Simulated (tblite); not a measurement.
Potential energy surface of CH2, triplet: map of symmetric stretch and bend. Scanned: C-H bond length and H-C-H angle.

Cartesian coordinates as functions of the variables (Å; names that start with a are angles):
```
C  0  0  0
H  r*sin(a/2)  0  r*cos(a/2)
H  -r*sin(a/2)  0  r*cos(a/2)
```

Calculation: tblite 0.5.0 with GFN2-xTB, 300 K electronic temperature.

Energy in kcal/mol above the lowest grid point; x is the C-H bond length (Å), y the H-C-H angle (°).

```
y \ x  0.92  0.99  1.04  1.09  1.15  1.21  1.26  1.31  1.36  1.42  1.46
-----  ----  ----  ----  ----  ----  ----  ----  ----  ----  ----  ----
180    22.7   6.2   2.9   4.4  10.6  20.0  29.5  39.8  50.6  63.9  72.8
173    22.6   6.1   2.7   4.2  10.3  19.7  29.0  39.2  49.9  63.0  71.5
163    22.4   5.5   2.0   3.2   9.1  18.1  27.1  36.9  47.2  59.4  67.4
153    22.1   4.8   0.9   1.8   7.3  15.9  24.5  33.9  43.6  55.3  62.9
143    22.3   4.4   0.1   0.6   5.6  13.7  22.0  31.0  40.4  51.8  59.2
133    23.2   4.7   0.0   0.1   4.6  12.3  20.3  29.0  38.2  49.3  56.6
123    25.5   6.3   1.1   0.8   4.9  12.2  19.9  28.3  37.3  48.2  55.5
113    29.6   9.7   4.0   3.2   6.9  13.8  21.1  29.4  38.1  48.8  56.0
103    36.2  15.4   9.2   7.9  11.0  17.5  24.5  32.5  41.0  51.4  58.4
93     46.0  24.1  17.3  15.5  18.0  23.9  30.5  38.1  46.3  56.4  63.2
83     59.7  36.7  29.1  26.6  28.3  33.6  39.8  47.0  54.7  64.4  70.9
70     84.9  60.1  51.3  47.7  48.3  52.4  57.6  61.4  64.9  69.9  73.6
```

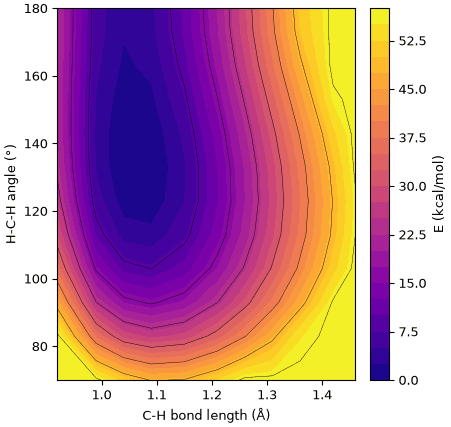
*Energy surface, cut off at 57 kcal/mol.*

Points that lie below all their neighbours on the grid: x = 1.04, y = 133 (0.0 kcal/mol).
